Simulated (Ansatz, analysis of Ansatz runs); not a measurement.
**Migration in CsLi2Cl3 (Immm): H transfer from Cl to Cl, charge +1**

Aim: the barrier of one jump in CsLi2Cl3 (Immm) at charge +1: H transfer from Cl to Cl. The model is a cell of 72 host atoms with 1 H put in; H is the atom that moves.

Calculated with Ansatz 0.2.0; plane-wave PAW DFT, PBEsol; relaxation of all atoms of a defect supercell at fixed charge in a uniform background.

### Step 1. Set-up

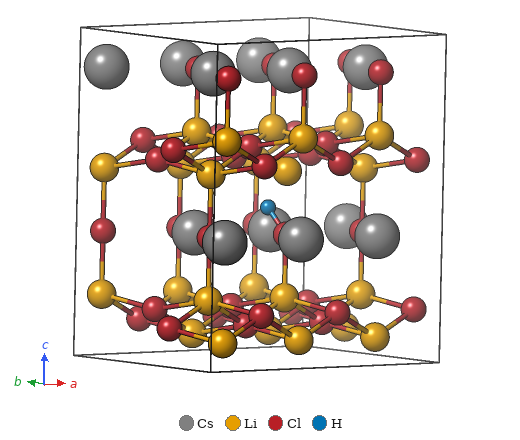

Start, viewed slightly off an axis; caesium grey, lithium orange, chlorine red, hydrogen blue.

The cell holds 73 atoms: 12 Cs, 24 Li, 36 Cl and 1 H. Cell: a = 13.503 Å, b = 11.191 Å, c = 12.249 Å, α = 90.0°, β = 90.0°, γ = 66.3°. It derives from CsLi2Cl3 (space group Immm). Nearest the centre at fractional (0.208, 0.875, 0.615): H73 at 0.60 Å, Li12 at 1.60 Å, Cl19 at 1.88 Å, Cl24 at 1.90 Å, Cs1 at 2.95 Å, Cs25 at 2.95 Å, Cl14 at 3.23 Å, Cl38 at 3.23 Å. The cell carries charge +1.

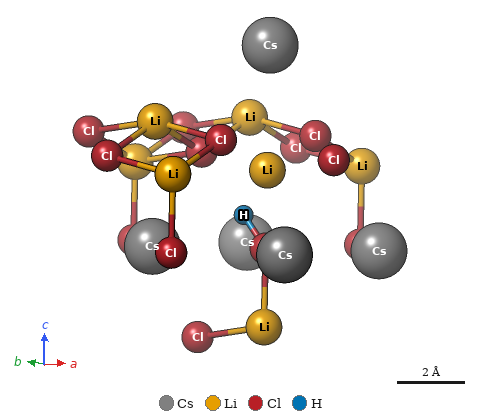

The atoms within 5 Å of the centre.

The cell's shortest repeat is 11.2 Å.

### Step 2. Relaxation of the start point, charge +1

A barrier is counted from a minimum, so both ends are relaxed first. Small random displacements break the symmetry of the ideal sites, so that the defect can distort if it gains by it. The charge of +1 is set by the electron count, and a uniform background keeps the cell neutral.

Input file qp1_c72k1s.start/input.yaml:

```yaml
crystal:
  lattice:
    - [13.50322694, 0.0, 0.0]
    - [4.50107565, 10.24633985, 0.0]
    - [0.0, 0.0, 12.2489163]
  atoms:
    - { symbol: Cs, position: [0.0, 0.0, 0.5] }
    - { symbol: Cs, position: [0.08333333, 0.25, 0.0] }
    - { symbol: Cs, position: [0.16666667, 0.5, 0.5] }
    - { symbol: Cs, position: [0.25, 0.75, 0.0] }
    - { symbol: Li, position: [0.0, 0.0, 0.80716509] }
    - { symbol: Li, position: [0.08333333, 0.25, 0.30716509] }
    - { symbol: Li, position: [0.16666667, 0.5, 0.80716509] }
    - { symbol: Li, position: [0.25, 0.75, 0.30716509] }
    - { symbol: Li, position: [0.0, 0.0, 0.19283491] }
    - { symbol: Li, position: [0.08333333, 0.25, 0.69283491] }
    - { symbol: Li, position: [0.16666667, 0.5, 0.19283491] }
    - { symbol: Li, position: [0.25, 0.75, 0.69283491] }
    - { symbol: Cl, position: [0.0, 0.5, 0.27206984] }
    - { symbol: Cl, position: [0.08333333, 0.75, 0.77206984] }
    - { symbol: Cl, position: [0.16666667, 0.0, 0.27206984] }
    - { symbol: Cl, position: [0.25, 0.25, 0.77206984] }
    - { symbol: Cl, position: [0.0, 0.5, 0.72793016] }
    - { symbol: Cl, position: [0.08333333, 0.75, 0.22793016] }
    - { symbol: Cl, position: [0.16666667, 0.0, 0.72793016] }
    - { symbol: Cl, position: [0.25, 0.25, 0.22793016] }
    - { symbol: Cl, position: [0.0, 0.0, 0.0] }
    - { symbol: Cl, position: [0.08333333, 0.25, 0.5] }
    - { symbol: Cl, position: [0.16666667, 0.5, 0.0] }
    - { symbol: Cl, position: [0.25, 0.75, 0.5] }
    - { symbol: Cs, position: [0.33333333, 0.0, 0.5] }
    - { symbol: Cs, position: [0.41666667, 0.25, 0.0] }
    - { symbol: Cs, position: [0.5, 0.5, 0.5] }
    - { symbol: Cs, position: [0.58333333, 0.75, 0.0] }
    - { symbol: Li, position: [0.33333333, 0.0, 0.80716509] }
    - { symbol: Li, position: [0.41666667, 0.25, 0.30716509] }
    - { symbol: Li, position: [0.5, 0.5, 0.80716509] }
    - { symbol: Li, position: [0.58333333, 0.75, 0.30716509] }
    - { symbol: Li, position: [0.33333333, 0.0, 0.19283491] }
    - { symbol: Li, position: [0.41666667, 0.25, 0.69283491] }
    - { symbol: Li, position: [0.5, 0.5, 0.19283491] }
    - { symbol: Li, position: [0.58333333, 0.75, 0.69283491] }
    - { symbol: Cl, position: [0.33333333, 0.5, 0.27206984] }
    - { symbol: Cl, position: [0.41666667, 0.75, 0.77206984] }
    - { symbol: Cl, position: [0.5, 0.0, 0.27206984] }
    - { symbol: Cl, position: [0.58333333, 0.25, 0.77206984] }
    - { symbol: Cl, position: [0.33333333, 0.5, 0.72793016] }
    - { symbol: Cl, position: [0.41666667, 0.75, 0.22793016] }
    - { symbol: Cl, position: [0.5, 0.0, 0.72793016] }
    - { symbol: Cl, position: [0.58333333, 0.25, 0.22793016] }
    - { symbol: Cl, position: [0.33333333, 0.0, 0.0] }
    - { symbol: Cl, position: [0.41666667, 0.25, 0.5] }
    - { symbol: Cl, position: [0.5, 0.5, 0.0] }
    - { symbol: Cl, position: [0.58333333, 0.75, 0.5] }
    - { symbol: Cs, position: [0.66666667, 0.0, 0.5] }
    - { symbol: Cs, position: [0.75, 0.25, 0.0] }
    - { symbol: Cs, position: [0.83333333, 0.5, 0.5] }
    - { symbol: Cs, position: [0.91666667, 0.75, 0.0] }
    - { symbol: Li, position: [0.66666667, 0.0, 0.80716509] }
    - { symbol: Li, position: [0.75, 0.25, 0.30716509] }
    - { symbol: Li, position: [0.83333333, 0.5, 0.80716509] }
    - { symbol: Li, position: [0.91666667, 0.75, 0.30716509] }
    - { symbol: Li, position: [0.66666667, 0.0, 0.19283491] }
    - { symbol: Li, position: [0.75, 0.25, 0.69283491] }
    - { symbol: Li, position: [0.83333333, 0.5, 0.19283491] }
    - { symbol: Li, position: [0.91666667, 0.75, 0.69283491] }
    - { symbol: Cl, position: [0.66666667, 0.5, 0.27206984] }
    - { symbol: Cl, position: [0.75, 0.75, 0.77206984] }
    - { symbol: Cl, position: [0.83333333, 0.0, 0.27206984] }
    - { symbol: Cl, position: [0.91666667, 0.25, 0.77206984] }
    - { symbol: Cl, position: [0.66666667, 0.5, 0.72793016] }
    - { symbol: Cl, position: [0.75, 0.75, 0.22793016] }
    - { symbol: Cl, position: [0.83333333, 0.0, 0.72793016] }
    - { symbol: Cl, position: [0.91666667, 0.25, 0.22793016] }
    - { symbol: Cl, position: [0.66666667, 0.0, 0.0] }
    - { symbol: Cl, position: [0.75, 0.25, 0.5] }
    - { symbol: Cl, position: [0.83333333, 0.5, 0.0] }
    - { symbol: Cl, position: [0.91666667, 0.75, 0.5] }
    - { symbol: H, position: [0.221358, 0.835925, 0.57907] }
total_charge: 1
basis:
  ecutwfc: 420
  xc_grid: 2
hamiltonian:
  xc: pbesol
kpoints:
  mp_grid: { grid: [1, 1, 1], shift: [0.25, 0.25, 0.25] }
scf:
  occupations: { method: fixed }
  max_iter: 150
output:
  forces: true
relax:
  f_tol: 0.02
  max_steps: 70
  random_displacement: { amplitude: 0.03, seed: 1964 }
```

Started as:

```bash
$ ansatz run input.yaml --threads 32 --pin off --max-ram 84787MiB --backend cuda --events-out ev --progress --plain --runs-dir out --max-vram 78GiB
```

Numbers of over 12 decimals in the logs are rounded to 6 here.

Output:

```text
[... repeated set-up lines and file paths are left out, and long positions are rounded to six places ...]
The last accepted step is kept in <dir> (removed where the run ends without a failure and the disk answers)
Engine: ansatz 0.2.0, aarch64-unknown-linux-gnu
Pseudopotentials: kind: paw
Pseudopotential: Cs, paw, valence charge 9, recommended cutoff 420 eV (normal), Cs.paw.azcp
Pseudopotential: Li, paw, valence charge 3, recommended cutoff 420 eV (normal), Li.paw.azcp
Pseudopotential: Cl, paw, valence charge 7, recommended cutoff 420 eV (normal), Cl.paw.azcp
Pseudopotential: H, paw, valence charge 1, recommended cutoff 420 eV (normal), H.paw.azcp
Functional definition: PBEsol
  exchange = pbesol_x
  correlation = pbesol_c
[...]
Crystal: 73 atoms, lattice volume = 1694.744 Å³
Basis set: ecut = 420 eV, 33169 PW (Γ), exchange–correlation on 192×150×180 points (8 copies of the dense FFT grid, shifted against one another)
Bands: 289, of which v1, the nominal top of the filled ones, is band 216 counted from 1 (215 counted from 0)
Symmetry: 1 space group operations
k-points: 1
Non-local potential: Cs, projectors of the file, l = 0: 3, l = 1: 2, l = 2: 2, l = 3: 2
Non-local potential: Li, projectors of the file, l = 0: 3, l = 1: 2, l = 2: 1
Non-local potential: Cl, projectors of the file, l = 0: 2, l = 1: 2, l = 2: 2
Non-local potential: H, projectors of the file, l = 0: 2, l = 1: 1
PAW form: soft (Blöchl's): semilocal exchange-correlation on the pseudo side does not see the compensation charge
PAW frozen core: Cs, regenerated for the run's functional, and the local potential with it (the file was generated under x = pbe(κ = 0.804, μ = 0.219515), c = pbe(β = 0.066725))
PAW frozen core: Cl, regenerated for the run's functional, and the local potential with it (the file was generated under x = pbe(κ = 0.804, μ = 0.219515), c = pbe(β = 0.066725))
PAW one-centre angular grid: Cs, 194 points (default); XC on 64 Gauss nodes
PAW one-centre angular grid: Li, 110 points (default); XC on 64 Gauss nodes
PAW one-centre angular grid: Cl, 110 points (default); XC on 64 Gauss nodes
PAW one-centre angular grid: H, 110 points (default); XC on 64 Gauss nodes
Initial density: superposition of atomic densities (neutral atoms scaled as one to the charged cell's electrons: chi_scale 0, normalization atom), corrected by the library's trained network
Initial wavefunctions: pseudopotential atomic-orbital guess
[...]
Functional: x = pbesol(κ = 0.804, μ = 0.123457), c = pbesol(β = 0.046)
SCF iter   1: F=—  HF=-110243.629792 eV  |F-HF|=—  |Δ(HF+E_count)|=         —  Δρ=3.54e-3  dr2=4.92e-1  ethr=1.77e-3  ⟨swp⟩=7.0  Hψ=913  notcnv=0  defer=71
preconditioner: auto → Resta (q_TF=auto, 2.172 Å⁻¹)  ε∞=2.9  [insulator: Δε(μ)=3.769 eV  Ē_g=12.349 eV  n_scr=310 (ndim 8)  ℏωp=17.1 eV  f_vac=0.005  ε∞_Penn≈2.9]
SCF iter   2: F=—  HF=-110243.478886 eV  |F-HF|=—  |Δ(HF+E_count)|=   1.51e-1  Δρ=1.69e-3  dr2=1.18e-1  ethr=1.14e-4  ⟨swp⟩=4.0  Hψ=483  notcnv=0  defer=71
SCF iter   3: F=—  HF=-110243.432111 eV  |F-HF|=—  |Δ(HF+E_count)|=   4.68e-2  Δρ=4.16e-4  dr2=6.57e-3  ethr=2.74e-5  ⟨swp⟩=6.0  Hψ=444  notcnv=0  defer=62
automatic band count: iteration 3 solves 280 bands in place of 289: the levels show a gap, and the empty bands left out lie too high to hold charge; the band table lists the bands solved (type scf.n_extra_bands for more)
[...]
SCF 1 converged in 6 iterations: F = -110243.431431 eV  dr2 = 2.11e-6
  greatest PAW one-centre occupation: 1.000 electrons in one spin orbital (limit 2), on the Li atom at site 11 (counted from 0), in its partial waves of l = 0
relax step   1: F+E_penalty+E_count = -110243.43143074 eV  Δ(F+E_penalty+E_count) = +0.000e0 eV  max|allowed force component| = 1.698e0 eV/Å  Δτ_max = 0.0000 Å  (6 SCF iters, dr2 threshold 1.00e-5 eV, accepted)
[... the SCF cycles and remarks between the steps are left out from here to the last step ...]
relax step   2: F+E_penalty+E_count = -110244.28822291 eV  Δ(F+E_penalty+E_count) = -8.568e-1 eV  max|allowed force component| = 7.912e-1 eV/Å  Δτ_max = 0.1949 Å  (5 SCF iters, dr2 threshold 1.00e-4 eV, accepted)
relax step   5: F+E_penalty+E_count = -110244.72739721 eV  Δ(F+E_penalty+E_count) = +5.939e-2 eV  max|allowed force component| = 1.361e0 eV/Å  Δτ_max = 0.1963 Å  (5 SCF iters, dr2 threshold 6.49e-5 eV, rejected (line search))
relax step   8: F+E_penalty+E_count = -110244.90203919 eV  Δ(F+E_penalty+E_count) = -7.335e-3 eV  max|allowed force component| = 1.785e-1 eV/Å  Δτ_max = 0.1500 Å  (6 SCF iters, dr2 threshold 5.23e-7 eV, accepted)
relax step  11: F+E_penalty+E_count = -110244.91704095 eV  Δ(F+E_penalty+E_count) = -1.155e-6 eV  max|allowed force component| = 2.168e-2 eV/Å  Δτ_max = 0.0000 Å  (4 SCF iters, accepted)
[...]
SCF 13 converged in 4 iterations: F = -110244.917645 eV  dr2 = 1.88e-7
[...]
relax step  14: F+E_penalty+E_count = -110244.91764511 eV  Δ(F+E_penalty+E_count) = -3.634e-8 eV  max|allowed force component| = 5.697e-3 eV/Å  Δτ_max = 0.0000 Å  (2 SCF iters, accepted)
[...]
- { symbol: Cl, position: [0.082161, 0.753587, 0.231464] }
    - { symbol: Cl, position: [0.170054, -0.010362, 0.698865] }
    - { symbol: Cl, position: [0.252225, 0.250994, 0.230416] }
    - { symbol: Cl, position: [0.003099, -0.001697, -0.003091] }
    - { symbol: Cl, position: [0.082181, 0.252508, 0.497729] }
    - { symbol: Cl, position: [0.168725, 0.497190, 0.002037] }
    - { symbol: Cl, position: [0.243532, 0.766571, 0.520347] }
    - { symbol: Cs, position: [0.339054, 0.013128, 0.485197] }
    - { symbol: Cs, position: [0.418302, 0.245818, -0.001100] }
    - { symbol: Cs, position: [0.501035, 0.502852, 0.500965] }
    - { symbol: Cs, position: [0.584566, 0.747131, 0.002769] }
    - { symbol: Li, position: [0.345319, -0.006492, 0.807016] }
    - { symbol: Li, position: [0.417956, 0.253849, 0.306892] }
    - { symbol: Li, position: [0.507936, 0.486962, 0.810869] }
    - { symbol: Li, position: [0.584370, 0.750158, 0.307271] }
    - { symbol: Li, position: [0.334895, -0.000830, 0.189587] }
    - { symbol: Li, position: [0.420813, 0.238931, 0.691891] }
    - { symbol: Li, position: [0.500021, 0.498416, 0.194134] }
    - { symbol: Li, position: [0.584836, 0.746656, 0.692257] }
    - { symbol: Cl, position: [0.330142, 0.509364, 0.280823] }
    - { symbol: Cl, position: [0.414323, 0.745380, 0.773692] }
    - { symbol: Cl, position: [0.501597, 0.000795, 0.267455] }
    - { symbol: Cl, position: [0.587253, 0.245133, 0.772668] }
    - { symbol: Cl, position: [0.336523, 0.480908, 0.733076] }
    - { symbol: Cl, position: [0.415796, 0.752853, 0.231750] }
    - { symbol: Cl, position: [0.502043, -0.003016, 0.723654] }
    - { symbol: Cl, position: [0.580037, 0.254281, 0.225448] }
    - { symbol: Cl, position: [0.331740, -0.002952, -0.003001] }
    - { symbol: Cl, position: [0.419695, 0.254476, 0.499828] }
    - { symbol: Cl, position: [0.499719, 0.498220, 0.001431] }
    - { symbol: Cl, position: [0.580846, 0.752178, 0.500101] }
    - { symbol: Cs, position: [0.667681, -0.000673, 0.495118] }
    - { symbol: Cs, position: [0.750936, 0.248153, 0.001177] }
    - { symbol: Cs, position: [0.830925, 0.504820, 0.496114] }
    - { symbol: Cs, position: [0.917454, 0.747853, 0.003001] }
    - { symbol: Li, position: [0.669048, -0.003389, 0.806004] }
    - { symbol: Li, position: [0.745180, 0.256317, 0.305115] }
    - { symbol: Li, position: [0.831314, 0.506221, 0.808213] }
    - { symbol: Li, position: [0.915680, 0.750737, 0.306584] }
    - { symbol: Li, position: [0.666693, -0.000906, 0.189027] }
    - { symbol: Li, position: [0.751851, 0.249913, 0.691389] }
    - { symbol: Li, position: [0.832846, 0.500684, 0.191953] }
    - { symbol: Li, position: [0.916236, 0.753061, 0.691042] }
    - { symbol: Cl, position: [0.665683, 0.501654, 0.271680] }
    - { symbol: Cl, position: [0.750423, 0.748643, 0.772183] }
    - { symbol: Cl, position: [0.830263, 0.002676, 0.266208] }
    - { symbol: Cl, position: [0.926739, 0.239149, 0.768893] }
    - { symbol: Cl, position: [0.669676, 0.496462, 0.728905] }
    - { symbol: Cl, position: [0.750761, 0.748718, 0.228542] }
    - { symbol: Cl, position: [0.834117, -0.003545, 0.721215] }
    - { symbol: Cl, position: [0.916414, 0.249668, 0.229622] }
    - { symbol: Cl, position: [0.668006, -0.002602, -0.002383] }
    - { symbol: Cl, position: [0.744256, 0.255731, 0.498641] }
    - { symbol: Cl, position: [0.834111, 0.497998, -0.000728] }
    - { symbol: Cl, position: [0.919288, 0.751071, 0.498729] }
    - { symbol: H, position: [0.202349, 0.890979, 0.614511] }
```

Wall time 8.5 s (1 × NVIDIA GB200 with 32 threads of Arm Neoverse V2, shared host); peak memory 1.4 GiB; 38 s of CPU time.

Step by step:

```
step  energy less that of the first step (eV)  largest force component (eV/Å)
   1                                   0.0000                          1.6978
   2                                  -0.8568                          0.7912
   3                                  -1.2407                          0.5123
   4                                  -1.3554                          0.3935
   5                                  -1.2960                          1.3607
   6                                  -1.4308                          0.1434
   7                                  -1.4633                          0.0628
   8                                  -1.4706                          0.1785
   9                                  -1.4778                          0.1474
  10                                  -1.4856                          0.0216
  11                                  -1.4856                          0.0217
  12                                  -1.4859                          0.0242
  13                                  -1.4862                          0.0058
  14                                  -1.4862                          0.0057
```

Relaxation step 5 was tried and not accepted.

The atoms that moved most (Å, from the sites as typed, ahead of the random displacement, the mean shift of all atoms taken out):

| atom | dx | dy | dz | length |
| --- | --- | --- | --- | --- |
| H73 | -0.010 | 0.562 | 0.435 | 0.711 |
| Li12 | -0.009 | -0.490 | 0.240 | 0.545 |
| Cl19 | -0.002 | -0.108 | -0.356 | 0.372 |
| Cl24 | -0.014 | 0.168 | 0.250 | 0.301 |
| Li10 | -0.020 | 0.273 | -0.075 | 0.284 |
| Cs1 | -0.141 | 0.143 | -0.195 | 0.280 |
| Cs25 | 0.135 | 0.133 | -0.181 | 0.262 |
| Cl41 | -0.044 | -0.197 | 0.063 | 0.212 |

Neighbours of H73 at the end:

```
atom  distance (Å)
Cl19         1.446
Cl24         1.719
Li12         2.274
 Cs1         3.133
Cs25         3.133
Cl14         3.291
Cl38         3.301
Li29         3.519
 Li5         3.523
```

Among the atoms that came to bonding distance: Cl19–H73 1.45 Å (from 2.48).

This step gave:

- free energy: -110244.9176 eV
- r.m.s. move of the farther half of the atoms: 0.05073 Å
- largest move from the ideal geometry of this structure, a common shift of the far atoms taken out: 0.7167 Å

The relaxation gained 1.486 eV and ended with a largest force component of 0.0057 eV/Å.

(Part 1 of 2 ends here.)

[Logs are printed without paths, hosts, clocks, repeated set-up lines and the standing remarks that a program may print on its own settings, such as how far it seeks lower states.]

[Hosts, paths, dates, database ids (printed as entryN), source tags and the programs' standing remarks are cut or masked in the printed files.]
